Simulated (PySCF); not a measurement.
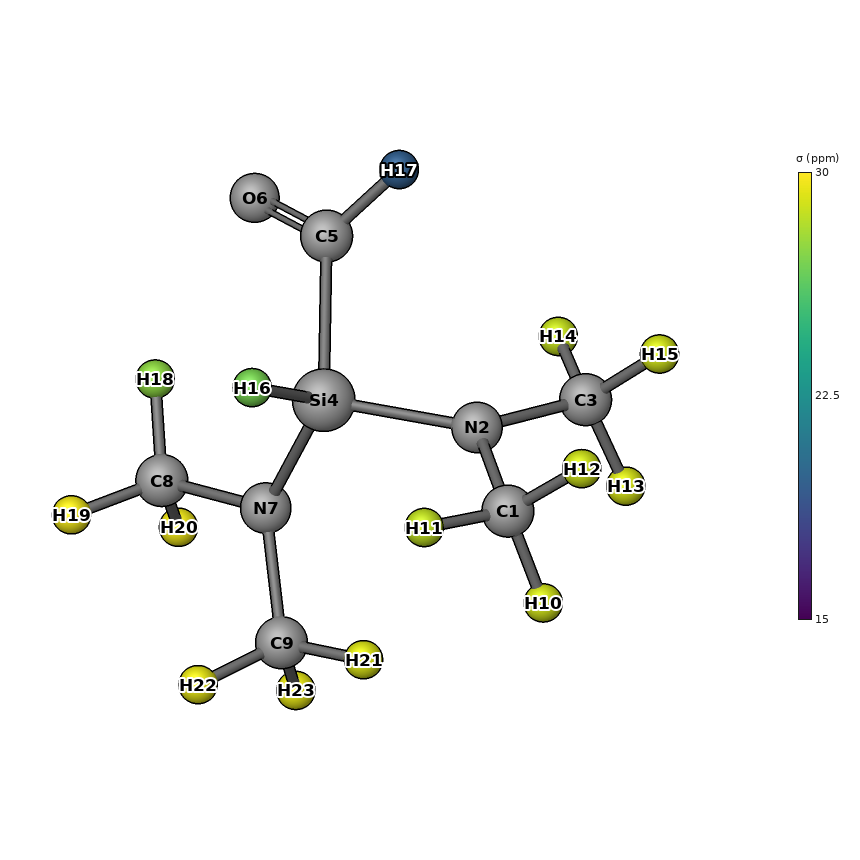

Atoms are coloured by their isotropic NMR shieldings (H only, the others grey). The computed structure is the end point of a GFN2-xTB optimisation. No frequency run is at hand to confirm it as a minimum. Method: GIAO PBE0/pcSseg-1 NMR shielding, non-relativistic, gas phase (PySCF 2.14.0).

### Which H atom is the most shielded (lowest chemical shift)?

H19 (29.61 ppm).

### Which H atom is the least shielded (highest chemical shift)?

H17 (19.54 ppm).

### How wide is the range of H shifts?

10.07 ppm.

Give the isotropic NMR shieldings of the H atoms atom by atom.

| atom | σ (ppm) |
| --- | --- |
| H10 | 28.92 |
| H11 | 28.57 |
| H12 | 28.88 |
| H13 | 29.05 |
| H14 | 28.71 |
| H15 | 28.89 |
| H16 | 26.91 |
| H17 | 19.54 |
| H18 | 27.43 |
| H19 | 29.61 |
| H20 | 29.60 |
| H21 | 29.18 |
| H22 | 29.38 |
| H23 | 29.40 |

The geometry is semi-empirical. Around Si such bond lengths and angles can be off by a tenth of an ångström or more and by several degrees, and values that hang on the shape move with them.
